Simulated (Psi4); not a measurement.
## Interaction calculation of H2F2

The run: interaction calculation of H2F2. Method and program: wB97X-V/6-31+G*, RKS (Psi4 1.11).

The geometry comes from this level: GFN2-xTB.

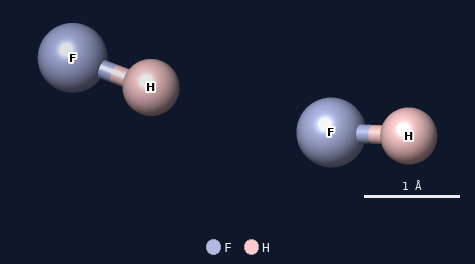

The structure (ball-and-stick view, seen at a tilt).

Input (job.py)
```python
import psi4

psi4.set_memory(1600000000)
psi4.set_num_threads(1)
psi4.core.set_output_file('output.dat', False)

molecule = psi4.geometry("""
0 1
F      0.549480    -0.564530     0.503550
H      1.280870    -0.944630     0.941000
--
0 1
F     -1.357950     1.200600    -1.122500
H     -0.839270     0.611050    -0.611590
symmetry c1
no_reorient
no_com
""")

E, wfn = psi4.energy("wb97x-v/6-31+G*", bsse_type='cp', return_wfn=True)
print(f'total energy {E:.8f} hartree = {E * 27.211386:.5f} eV')
```

Machine: 1 thread of AMD EPYC (Zen 3), 24 GiB of memory available, shared host.

Launched with:
```bash
python job.py
```

The program's output
```
Psi4 1.11 release

   => Loading Basis Set <=

    Name: 6-31+G*
    Role: ORBITAL
    Keyword: BASIS

         ---------------------------------------------------------
                                   SCF
                              RKS Reference
                        1 Threads,   1525 MiB Core
         ---------------------------------------------------------

  ==> Geometry <==

    Molecular point group: c1
    Full point group: C1

    Geometry (in Bohr), charge = 0, multiplicity = 1:

       Center              X                  Y                   Z               Mass
    ------------   -----------------  -----------------  -----------------  -----------------
      Gh(F)           1.038366711417    -1.066807089605     0.951571590474    18.998403162730
      Gh(H)           2.420493502315    -1.785091989891     1.778232284056     1.007825032230
         F           -2.566153592066     2.268805186225    -2.121217575826    18.998403162730
         H           -1.585990445313     1.154717148961    -1.155737601069     1.007825032230

  Running in c1 symmetry.

  Rotational constants: A =    173.48771  B =      0.15641  C =      0.15627 [cm^-1]
  Rotational constants: A = 5201030.63612  B =   4689.15849  C =   4684.93464 [MHz]
  Nuclear repulsion =    5.083801811374348

  Charge       = 0
  Multiplicity = 1
  Electrons    = 10
  Nalpha       = 5
  Nbeta        = 5

  ==> Algorithm <==

  SCF Algorithm Type is DF.
  DIIS enabled.
  MOM disabled.
  Fractional occupation disabled.
  Guess Type is SAD.
  Energy threshold   = 1.00e-06
  Density threshold  = 1.00e-06
  Integral threshold = 1.00e-12

  ==> Primary Basis <==

  Basis Set: 6-31+G*
    Blend: 6-31+G*
    Number of shells: 20
    Number of basis functions: 42
    Number of Cartesian functions: 42
    Spherical Harmonics?: false
    Max angular momentum: 2

  ==> DFT Potential <==

   => LibXC <=

    Version 7.1.2

   => Composite Functional: WB97X-V <=

    wB97X-V Hyb-GGA Exchange-Correlation Functional

    Deriv               =              1
    GGA                 =           TRUE
    Meta                =          FALSE

    Exchange Hybrid     =           TRUE
    MP2 Hybrid          =          FALSE

   => Exchange-Correlation Functionals <=

    1.0000   wB97X-V range-separated functional

   => Exact (HF) Exchange <=

    0.8330            HF,LR [omega = 0.3000]
    0.1670               HF

   => LibXC Density Thresholds  <==

    XC_HYB_GGA_XC_WB97X_V:  1.00E-14

   => VV10 Non-Local Parameters <=

    VV10 B              =     6.0000E+00
    VV10 C              =     1.0000E-02

   => Molecular Quadrature <=

    Radial Scheme          =       TREUTLER
    Pruning Scheme         =           NONE
    Nuclear Scheme         =       TREUTLER

    Blocking Scheme        =         OCTREE
    BS radius alpha        =              1
    Pruning alpha          =              1
    Radial Points          =             75
    Spherical Points       =            302
    Total Points           =          88854
    Total Blocks           =            718
    Max Points             =            256
    Max Functions          =             41
    Weights Tolerance      =       1.00E-15

   => Loading Basis Set <=

    Name: (6-31+G* AUX)
    Role: JKFIT
    Keyword: DF_BASIS_SCF

  ==> Integral Setup <==

  DFHelper Memory: AOs need 0.011 GiB; user supplied 1.025 GiB.
  SCF_SUBTYPE=INCORE selected. In-core MEM_DF algorithm will be used.
  Using in-core AOs.

  ==> MemDFJK: Density-Fitted J/K Matrices <==

    J tasked:                   Yes
    K tasked:                   Yes
    wK tasked:                  Yes
    Omega:                3.000E-01
    Memory [MiB]:              1049
    Algorithm:                 Core
    Schwarz Cutoff:           1E-12
    Mask sparsity (%):       1.1338
    Fitting Condition:        1E-10

   => Auxiliary Basis Set <=

  Basis Set: (6-31+G* AUX)
    Blend: HEAVY-AUG-CC-PVDZ-JKFIT
    Number of shells: 74
    Number of basis functions: 252
    Number of Cartesian functions: 252
    Spherical Harmonics?: false
    Max angular momentum: 3

  Cached 100.0% of DFT collocation blocks in 0.092 [GiB].

  Minimum eigenvalue in the overlap matrix is 5.0453763711E-03.
  Reciprocal condition number of the overlap matrix is 1.0280794556E-03.
    Using symmetric orthogonalization.

  ==> Pre-Iterations <==

  SCF Guess: Superposition of Atomic Densities via on-the-fly atomic UHF (no occupation information).

   -------------------------
    Irrep   Nso     Nmo
   -------------------------
     A         42      42
   -------------------------
    Total      42      42
   -------------------------

  ==> Iterations <==

                           Total Energy        Delta E     RMS |[F,P]|

   @DF-RKS iter SAD:  -100.09936539533548   -1.00099e+02   0.00000e+00
   @DF-RKS iter   1:  -100.35686082847441   -2.57495e-01   8.78444e-03 ADIIS/DIIS
   @DF-RKS iter   2:  -100.36001901565592   -3.15819e-03   9.49798e-03 ADIIS/DIIS
   @DF-RKS iter   3:  -100.40573512396888   -4.57161e-02   2.90256e-04 ADIIS/DIIS
   @DF-RKS iter   4:  -100.40579880151746   -6.36775e-05   7.79129e-05 DIIS
   @DF-RKS iter   5:  -100.40580331219910   -4.51068e-06   5.89438e-06 DIIS
   @DF-RKS iter   6:  -100.40580334190835   -2.97093e-08   3.63148e-07 DIIS
  Energy and wave function converged.

  ==> Post-Iterations <==

   Electrons on quadrature grid:
      Ntotal   =    9.9999999882 ; deviation = -1.181e-08

    Orbital Energies [Eh]
    ---------------------

    Doubly Occupied:

       1A    -24.788719     2A     -1.331935     3A     -0.666293
       4A     -0.528963     5A     -0.528961

    Virtual:

       6A      0.078258     7A      0.175108     8A      0.218225
       9A      0.218640    10A      0.280123    11A      0.316168
      12A      0.317115    13A      0.333625    14A      0.407987
      15A      0.537964    16A      0.841127    17A      1.069947
      18A      1.123831    19A      1.124864    20A      1.338001
      21A      1.582704    22A      1.583776    23A      1.654735
      24A      1.874390    25A      1.892151    26A      1.896542
      27A      1.954670    28A      1.954672    29A      2.549454
      30A      2.749902    31A      2.766637    32A      2.770625
      33A      2.770634    34A      2.798859    35A      3.228650
      36A      4.033667    37A      4.629820    38A      5.122778
      39A      7.254737    40A      7.256751    41A      7.365729
      42A     48.741416

    Final Occupation by Irrep:
              A
    DOCC [     5 ]
    NA   [     5 ]
    NB   [     5 ]

  @DF-RKS Final Energy:  -100.40580334190835

   => Energetics <=

    Nuclear Repulsion Energy =              5.0838018113743484
    One-Electron Energy =                -150.1028403041107424
    Two-Electron Energy =                  52.2957315158505409
    DFT Exchange-Correlation Energy =      -7.7258706288306245
    Empirical Dispersion Energy =           0.0000000000000000
    VV10 Nonlocal Energy =                  0.0433742638081371
    Total Energy =                       -100.4058033419083387

Computation Completed

Properties will be evaluated at   0.000000,   0.000000,   0.000000 [a0]

Properties computed using the SCF density matrix

 Multipole Moments:

 ------------------------------------------------------------------------------------
     Multipole            Electronic (a.u.)      Nuclear  (a.u.)        Total (a.u.)
 ------------------------------------------------------------------------------------

 L = 1.  Multiply by 2.5417464519 to convert [e a0] to [Debye]
 Dipole X            :         25.1196546          -24.6813728            0.4382818
 Dipole Y            :        -22.0738056           21.5739638           -0.4998418
 Dipole Z            :         20.6794635          -20.2466958            0.4327677
 Magnitude           :                                                    0.7932343

 ------------------------------------------------------------------------------------

	total time  =         17 seconds =       0.28 minutes

    Psi4 run time: 0:00:17.45

    -----------------------------------------------------------------------
                               Psi4 1.11 release

    h
    h
    h

    -----------------------------------------------------------------------

    Memory:     1.5 GiB
    Threads:    1
                ecpint, einsums, f̶o̶r̶t̶e̶, gauxc, gcp, g̶d̶m̶a̶, geometric, g̶p̶u̶_̶d̶f̶c̶c̶,
                i̶n̶t̶e̶g̶r̶a̶t̶o̶r̶x̶x̶, i̶p̶i̶, libefp, m̶d̶i̶, m̶p̶2̶d̶, m̶r̶c̶c̶, ooo,
                o̶p̶e̶n̶f̶e̶r̶m̶i̶o̶n̶p̶s̶i̶4̶, pcmsolver, p̶s̶i̶4̶f̶o̶c̶k̶c̶i̶, p̶s̶i̶x̶a̶s̶,
                p̶y̶e̶i̶n̶s̶u̶m̶s̶, r̶e̶s̶p̶, s̶i̶m̶i̶n̶t̶, s̶n̶s̶m̶p̶2̶,
                v̶2̶r̶d̶m̶_̶c̶a̶s̶s̶c̶f̶

  ==> Geometry <==

    Molecular point group: c1
    Full point group: C1

    Geometry (in Bohr), charge = 0, multiplicity = 1:

       Center              X                  Y                   Z               Mass
    ------------   -----------------  -----------------  -----------------  -----------------
         F            1.038366711417    -1.066807089605     0.951571590474    18.998403162730
         H            2.420493502315    -1.785091989891     1.778232284056     1.007825032230
      Gh(F)          -2.566153592066     2.268805186225    -2.121217575826    18.998403162730
      Gh(H)          -1.585990445313     1.154717148961    -1.155737601069     1.007825032230

  Running in c1 symmetry.

  Rotational constants: A =    173.48771  B =      0.15641  C =      0.15627 [cm^-1]
  Rotational constants: A = 5201030.63612  B =   4689.15849  C =   4684.93464 [MHz]
  Nuclear repulsion =    5.103780072184730

  Charge       = 0
  Multiplicity = 1
  Electrons    = 10
  Nalpha       = 5
  Nbeta        = 5

  ==> Iterations <==

                           Total Energy        Delta E     RMS |[F,P]|

   @DF-RKS iter SAD:  -100.10155177566944   -1.00102e+02   0.00000e+00
   @DF-RKS iter   1:  -100.35663743866345   -2.55086e-01   8.77831e-03 ADIIS/DIIS
   @DF-RKS iter   2:  -100.36012344294480   -3.48600e-03   9.45170e-03 ADIIS/DIIS
   @DF-RKS iter   3:  -100.40536801080420   -4.52446e-02   2.88178e-04 ADIIS/DIIS
   @DF-RKS iter   4:  -100.40543099805106   -6.29872e-05   7.62192e-05 DIIS
   @DF-RKS iter   5:  -100.40543535989904   -4.36185e-06   5.84192e-06 DIIS
   @DF-RKS iter   6:  -100.40543538977671   -2.98777e-08   3.56255e-07 DIIS
  Energy and wave function converged.

  ==> Post-Iterations <==

   Electrons on quadrature grid:
      Ntotal   =   10.0000000972 ; deviation = 9.719e-08

    Final Occupation by Irrep:
              A
    DOCC [     5 ]
    NA   [     5 ]
    NB   [     5 ]

  @DF-RKS Final Energy:  -100.40543538977671

   => Energetics <=

    Nuclear Repulsion Energy =              5.1037800721847297
    One-Electron Energy =                -150.1367921366466192
    Two-Electron Energy =                  52.3111293225689806
    DFT Exchange-Correlation Energy =      -7.7269265353986523
    Empirical Dispersion Energy =           0.0000000000000000
    VV10 Nonlocal Energy =                  0.0433738875148636
    Total Energy =                       -100.4054353897767129

Computation Completed

Properties will be evaluated at   0.000000,   0.000000,   0.000000 [a0]

Properties computed using the SCF density matrix

 Multipole Moments:

 ------------------------------------------------------------------------------------
     Multipole            Electronic (a.u.)      Nuclear  (a.u.)        Total (a.u.)
 ------------------------------------------------------------------------------------

 L = 1.  Multiply by 2.5417464519 to convert [e a0] to [Debye]
 Dipole X            :        -11.1418158           11.7657939            0.6239781
 Dipole Y            :         11.0627421          -11.3863558           -0.3236137
 Dipole Z            :         -9.9695873           10.3423766            0.3727893
 Magnitude           :                                                    0.7956421

 ------------------------------------------------------------------------------------

	total time  =         16 seconds =       0.27 minutes

    Psi4 run time: 0:00:16.27

    -----------------------------------------------------------------------
                               Psi4 1.11 release

    h
    h
    h

    -----------------------------------------------------------------------

    Memory:     1.5 GiB
    Threads:    1
                ecpint, einsums, f̶o̶r̶t̶e̶, gauxc, gcp, g̶d̶m̶a̶, geometric, g̶p̶u̶_̶d̶f̶c̶c̶,
                i̶n̶t̶e̶g̶r̶a̶t̶o̶r̶x̶x̶, i̶p̶i̶, libefp, m̶d̶i̶, m̶p̶2̶d̶, m̶r̶c̶c̶, ooo,
                o̶p̶e̶n̶f̶e̶r̶m̶i̶o̶n̶p̶s̶i̶4̶, pcmsolver, p̶s̶i̶4̶f̶o̶c̶k̶c̶i̶, p̶s̶i̶x̶a̶s̶,
                p̶y̶e̶i̶n̶s̶u̶m̶s̶, r̶e̶s̶p̶, s̶i̶m̶i̶n̶t̶, s̶n̶s̶m̶p̶2̶,
                v̶2̶r̶d̶m̶_̶c̶a̶s̶s̶c̶f̶

  ==> Geometry <==

    Molecular point group: c1
    Full point group: C1

    Geometry (in Bohr), charge = 0, multiplicity = 1:

       Center              X                  Y                   Z               Mass
    ------------   -----------------  -----------------  -----------------  -----------------
         F            1.038366711417    -1.066807089605     0.951571590474    18.998403162730
         H            2.420493502315    -1.785091989891     1.778232284056     1.007825032230
         F           -2.566153592066     2.268805186225    -2.121217575826    18.998403162730
         H           -1.585990445313     1.154717148961    -1.155737601069     1.007825032230

  Running in c1 symmetry.

  Rotational constants: A =    173.48771  B =      0.15641  C =      0.15627 [cm^-1]
  Rotational constants: A = 5201030.63612  B =   4689.15849  C =   4684.93464 [MHz]
  Nuclear repulsion =   27.771825149909581

  Charge       = 0
  Multiplicity = 1
  Electrons    = 20
  Nalpha       = 10
  Nbeta        = 10

  ==> Iterations <==

                           Total Energy        Delta E     RMS |[F,P]|

   @DF-RKS iter SAD:  -200.22094134193787   -2.00221e+02   0.00000e+00
   @DF-RKS iter   1:  -200.72777379126552   -5.06832e-01   1.19818e-02 ADIIS/DIIS
   @DF-RKS iter   2:  -200.73665753118297   -8.88374e-03   1.26435e-02 ADIIS/DIIS
   @DF-RKS iter   3:  -200.81709118733411   -8.04337e-02   3.93420e-04 ADIIS/DIIS
   @DF-RKS iter   4:  -200.81722454135144   -1.33354e-04   1.08430e-04 ADIIS/DIIS
   @DF-RKS iter   5:  -200.81723262412712   -8.08278e-06   5.20562e-05 DIIS
   @DF-RKS iter   6:  -200.81723400575692   -1.38163e-06   8.34628e-06 DIIS
   @DF-RKS iter   7:  -200.81723405604720   -5.02903e-08   4.68406e-07 DIIS
  Energy and wave function converged.

  ==> Post-Iterations <==

   Electrons on quadrature grid:
      Ntotal   =   20.0000000857 ; deviation = 8.568e-08

    Orbital Energies [Eh]
    ---------------------

    Doubly Occupied:

       1A    -24.821690     2A    -24.767632     3A     -1.366594
       4A     -1.311318     5A     -0.709107     6A     -0.642359
       7A     -0.563090     8A     -0.563056     9A     -0.509458
      10A     -0.509446

    Virtual:

      11A      0.104465    12A      0.171802    13A      0.251148
      14A      0.251602    15A      0.282980    16A      0.313780
      17A      0.333553    18A      0.335934    19A      0.368527
      20A      0.506175    21A      1.089370    22A      1.216977
      23A      1.549915    24A      1.551180    25A      1.601496
      26A      1.602373    27A      1.628384    28A      1.684058
      29A      1.776608    30A      1.839169    31A      1.851439
      32A      1.910867    33A      1.911743    34A      1.920496
      35A      1.920981    36A      1.973124    37A      1.973125
      38A      1.998077    39A      2.753927    40A      2.788938
      41A      4.402692    42A      4.712293

    Final Occupation by Irrep:
              A
    DOCC [    10 ]
    NA   [    10 ]
    NB   [    10 ]

  @DF-RKS Final Energy:  -200.81723405604720

   => Energetics <=

    Nuclear Repulsion Energy =             27.7718251499095814
    One-Electron Energy =                -335.2740723313401077
    Two-Electron Energy =                 122.0556525730967792
    DFT Exchange-Correlation Energy =     -15.4569132624360002
    Empirical Dispersion Energy =           0.0000000000000000
    VV10 Nonlocal Energy =                  0.0862738147225202
    Total Energy =                       -200.8172340560471980

Computation Completed

Properties will be evaluated at   0.000000,   0.000000,   0.000000 [a0]

Properties computed using the SCF density matrix

 Multipole Moments:

 ------------------------------------------------------------------------------------
     Multipole            Electronic (a.u.)      Nuclear  (a.u.)        Total (a.u.)
 ------------------------------------------------------------------------------------

 L = 1.  Multiply by 2.5417464519 to convert [e a0] to [Debye]
 Dipole X            :         14.0531258          -12.9155789            1.1375470
 Dipole Y            :        -11.0714479           10.1876080           -0.8838398
 Dipole Z            :         10.7682332           -9.9043192            0.8639140
 Magnitude           :                                                    1.6797420

 ------------------------------------------------------------------------------------

	total time  =         20 seconds =       0.33 minutes

    Psi4 run time: 0:00:19.64

  //>>>>>>>>>>>>>>>>>>>>>>>>>>>>>>>>>>>//
  //          ManyBody Results         //
  //<<<<<<<<<<<<<<<<<<<<<<<<<<<<<<<<<<<//

   ==> N-Body: Counterpoise Corrected (CP) energies <==

              MC n-Body  Total Energy            Interaction Energy                          N-body Contribution to Interaction Energy
                         [Eh]                    [Eh]                  [kcal/mol]            [Eh]                  [kcal/mol]
              §A  1        N/A                   0.000000000000        0.000000000000        0.000000000000        0.000000000000
     FULL/RTN §A  2        N/A                  -0.005995324362       -3.762122835598       -0.005995324362       -3.762122835598

   MC Legend: §A: "(auto)"

[set-up sections that repeat, and orbital energies of the middle runs, are left out above]
```

Standard output
```
total energy -0.00599532 hartree = -0.16314 eV
```

Summary

- outcome: converged
- basis functions: 42
- wall time: 57 s
- peak memory: 0.31 GiB
